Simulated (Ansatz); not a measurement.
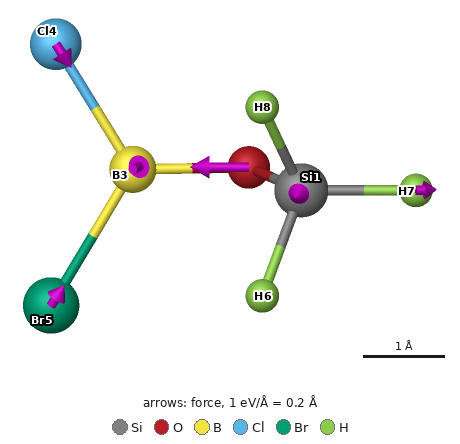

Starting geometry of BSiH3OBrCl (coarse preliminary run) with the computed forces as purple arrows. Style: ball-and-stick. Shown at a tilt.

The start comes from a force field.

The calculation used RKS PBE-D4/def2-SVP (Ansatz 0.2.0).

The input:
```yaml
crystal:
  periodic: [false, false, false]
  atoms:
    - {symbol: Si, position_ang: [-0.769600, -0.840700, -0.341200]}
    - {symbol: O, position_ang: [0.754800, -0.713800, 0.331300]}
    - {symbol: B, position_ang: [1.016600, 0.716000, 0.474600]}
    - {symbol: Cl, position_ang: [0.787100, 1.563200, 2.094200]}
    - {symbol: Br, position_ang: [2.063000, 1.683500, -0.955000]}
    - {symbol: H, position_ang: [-0.840300, -0.109000, -1.664500]}
    - {symbol: H, position_ang: [-1.159200, -2.204600, -0.536700]}
    - {symbol: H, position_ang: [-1.760300, -0.151600, 0.541500]}
basis:
  gaussian: {orbitals: def2-SVP}
hamiltonian: {xc: pbe, dispersion: d4}
relax: {f_tol: 0.03, max_steps: 200}
```

Launched with:
```bash
ansatz run in.yaml --threads 4 --pin off --events-out ev --progress --plain --max-ram 10444MiB
```

Is this structure relaxed? If not, where do the atoms go?

Answer. It isn't relaxed: the largest force vector, on O2, is 3.69 eV/Å. The final displacements have little in common with the starting forces (cosine between the two patterns 0.22). After 24 accepted moves (25 points after the start) the energy has fallen by 20.6 kcal/mol. The largest force component goes from 3.5 to 0.027 eV/Å. The line search rejected the trial step at point 20 of the run. The forces were under the threshold at step 14, but the run went on from there. The atom that moves furthest after the best rigid fit is O2 (1.34 Å). Largest moves by element: O 1.34 Å, H 1.12 Å, Br 0.89 Å, Cl 0.88 Å, Si 0.25 Å, B 0.24 Å. Near-neighbour distances that change, for instance: Si1–Br5 3.843 → 3.486 Å, O2–B3 1.461 → 1.343 Å, B3–Cl4 1.842 → 1.763 Å, B3–Br5 2.019 → 1.948 Å. Among the angles between lasting bonds that change: Si1–O2–B3 106.1° → 131.0°, H6–Si1–H8 105.2° → 110.9°, O2–Si1–H8 109.4° → 104.9°. Groups turn about Si1–O2 by about 120°, O2–B3 by about 90°.
